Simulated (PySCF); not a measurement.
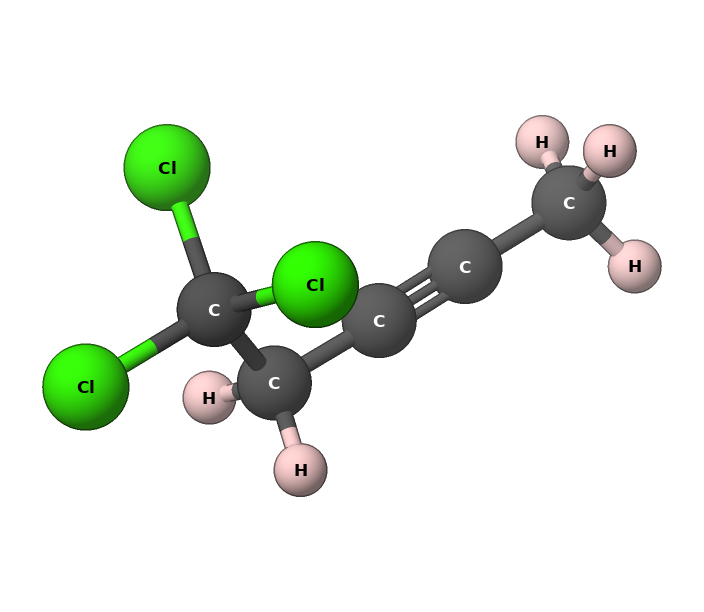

The picture shows a molecular structure as a ball-and-stick model. Multiple sticks mark multiple bonds (one Kekulé form).

The computed structure is the end point of a GFN2-xTB optimisation. No frequency run is at hand to confirm it as a minimum.

Which formula does it have?

Answer. C5H5Cl3, 13 atoms: 5 carbon, 5 hydrogen and 3 chlorine.

Describe its rings.

Answer. It has no ring.

Write the SMILES.

Answer. CC#CCC(Cl)(Cl)Cl

Name some functional groups or characteristic bonds that it holds.

Answer. Among them: alkyne, C–Cl bond.

More results for the same structure follow; atom numbers are the same in all pictures, views and colours differ.

### Shape

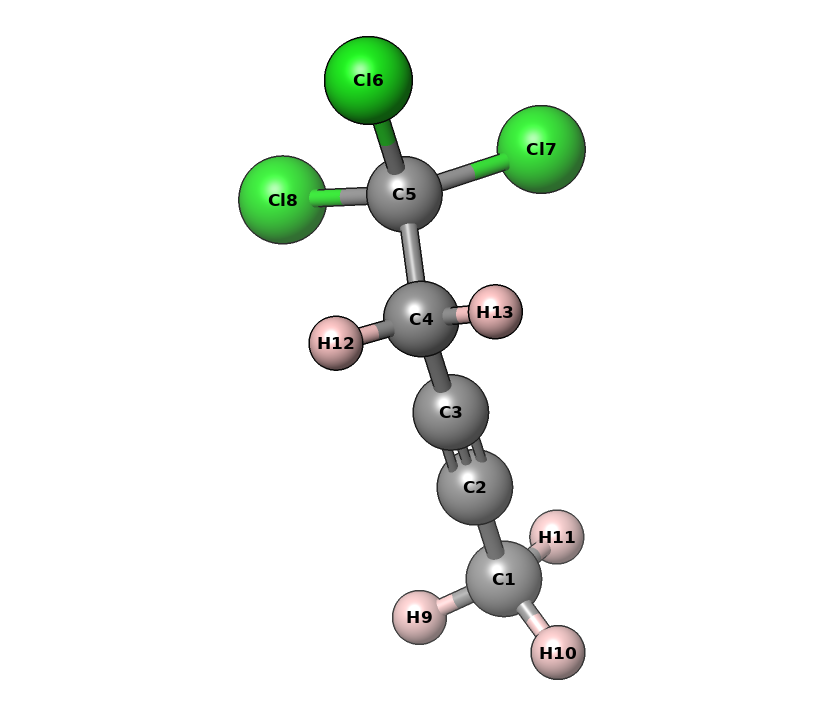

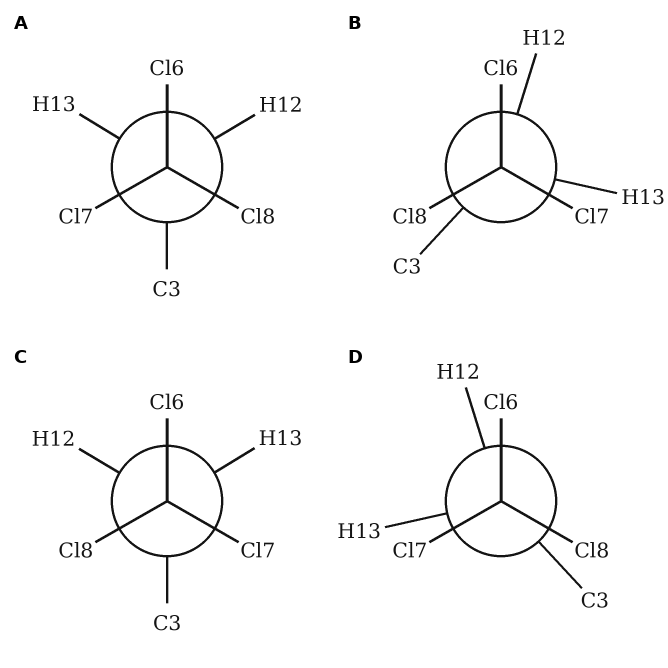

Depth is shown by fading: the farther an atom, the more it takes the colour of the background. Bonds that would overlap in a projection are set slightly apart. No frequency run is at hand to confirm it as a minimum.

Which Newman projection shows the view along C5–C4, with C5 in front?

Answer. A. The torsion angle Cl6–C5–C4–C3 is 180°, antiperiplanar (anti).

### Electronic properties

No frequency run is at hand to confirm it as a minimum. Level of theory: PBE0/def2-SVPD, gas phase (PySCF 2.14.0). Excitations: vertical, linear response.

Give the mean static polarisability at this level.

Answer. 101.1 bohr³.

Give the brightest of the 6 lowest singlets at this level.

Answer. 5.96 eV.

What is the HOMO energy (Kohn–Sham orbital)?

Answer. −7.69 eV.

What is the LUMO energy (Kohn–Sham orbital)?

Answer. −0.82 eV.

### Dipole moment

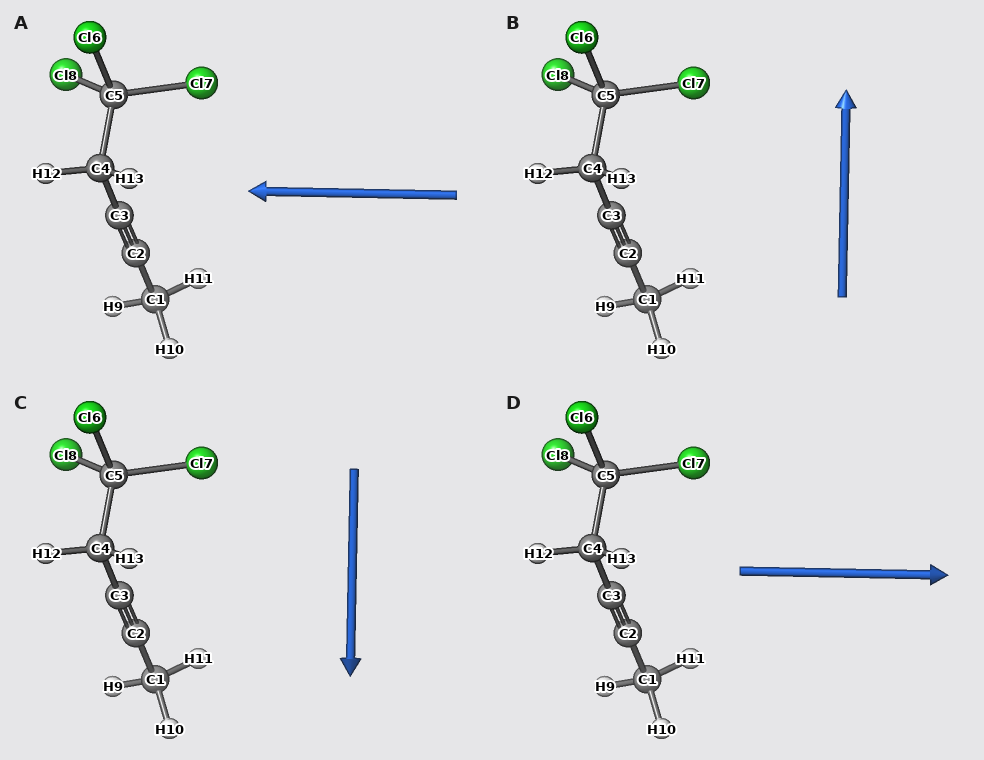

The same molecule four times, each with an arrow. No frequency run is at hand to confirm it as a minimum. Properties computed with PBE0/pcSseg-1, gas phase (PySCF 2.14.0).

Which arrow points along the dipole moment, from the negative to the positive end?

Answer. C. The dipole moment is 2.33 D; it points from the side of Cl6 to the side of H10 (the outermost atoms at the two ends).

### NMR shielding

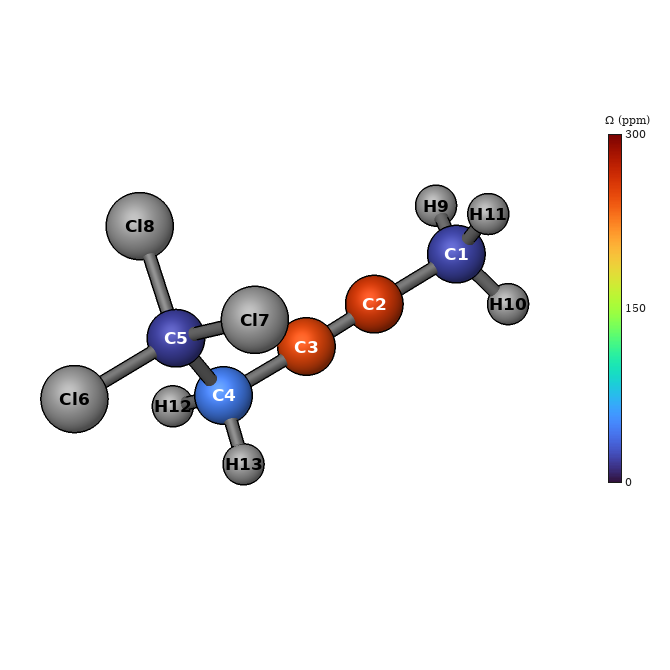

The C atoms are coloured by the span of their shielding tensor. No frequency run is at hand to confirm it as a minimum. Level of theory: GIAO PBE0/pcSseg-1 NMR shielding, non-relativistic, gas phase (PySCF 2.14.0). Principal shieldings σ11 ≤ σ22 ≤ σ33, span Ω = σ33 − σ11, skew κ = 3(σiso − σ22)/Ω.

Give the shielding tensors of the C atoms.

| atom | σ11 | σ22 | σ33 | σiso | Ω | κ |
| --- | --- | --- | --- | --- | --- | --- |
| C1 | 174.4 | 175.0 | 197.5 | 182.3 | 23.2 | 0.95 |
| C2 | 7.2 | 17.7 | 263.7 | 96.2 | 256.6 | 0.92 |
| C3 | 23.4 | 25.9 | 272.9 | 107.4 | 249.5 | 0.98 |
| C4 | 119.2 | 126.3 | 167.6 | 137.7 | 48.4 | 0.70 |
| C5 | 50.3 | 69.5 | 70.9 | 63.5 | 20.6 | −0.86 |

Shieldings and span in ppm.
